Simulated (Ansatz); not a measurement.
System: C$_{8}$H$_{4}$Sn.

Input file:

```
crystal:
  periodic: [false, false, false]
  atoms:
    - {symbol: C, position_ang: [3.080092, 0.289083, -1.067045]}
    - {symbol: C, position_ang: [1.946220, 0.180818, -0.674523]}
    - {symbol: Sn, position_ang: [0.002535, -0.002959, 0.000095]}
    - {symbol: C, position_ang: [-1.128984, -0.990121, -1.418351]}
    - {symbol: C, position_ang: [-1.790790, -1.566479, -2.243751]}
    - {symbol: C, position_ang: [-0.791955, 1.875061, 0.329729]}
    - {symbol: C, position_ang: [-1.255236, 2.970322, 0.522681]}
    - {symbol: C, position_ang: [-0.015793, -1.077388, 1.764207]}
    - {symbol: C, position_ang: [-0.028465, -1.703461, 2.793445]}
    - {symbol: H, position_ang: [4.083493, 0.385258, -1.414664]}
    - {symbol: H, position_ang: [-2.375999, -2.076647, -2.974613]}
    - {symbol: H, position_ang: [-1.665325, 3.939658, 0.693308]}
    - {symbol: H, position_ang: [-0.039392, -2.257843, 3.704181]}
basis:
  gaussian: {orbitals: def2-TZVPP}
hamiltonian: {xc: pbe0, dispersion: d4}
output: {orbitals: {seedname: orbitals}}
```

Launched as:

```sh
ansatz run in.yaml --threads 2 --pin off --events-out ev --progress --plain --max-ram 22528MiB --backend cuda --devices 0, --max-vram 18GiB
```

Geometry: PBE0-D4/def2-TZVP; core potentials replace the inner electrons of Sn.

These are results of RKS PBE0-D4/def2-TZVPP (Ansatz 0.2.0), not measurements.

Q: Predict the electron density and electron localisation function between the atoms.

A: C–C (1.20 Å): the density is about 2.8 e/Å³ at the midpoint; the ELF peaks at about 0.85 between the atoms: a multiple bond.
C–Sn (2.07 Å): ρ at the midpoint is about 0.79 e/Å³; the ELF peaks at about 0.90 in the valence shell of C, 0.7 Å from its nucleus, and drops to about 0.20 between the two atoms.
C–H (1.07 Å): ρ at the midpoint is about 2.1 e/Å³; the ELF climbs to about 1 towards the hydrogen, as it does in any bond to H (an ordinary covalent bond to hydrogen).

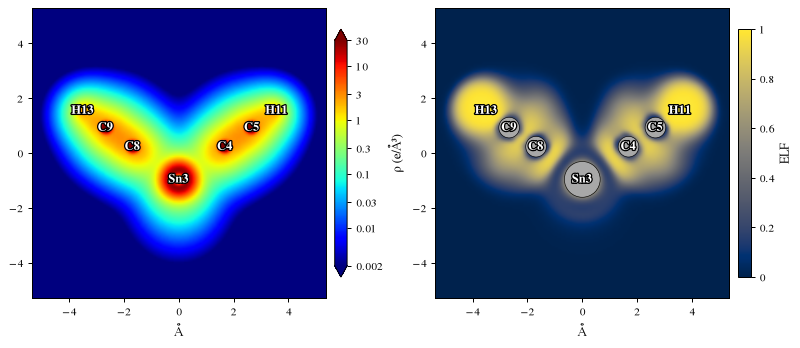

Computed electron density and electron localisation function on the plane of atoms C4, Sn3 and C8, in this order. Grey discs cover the atomic cores in the ELF map. 
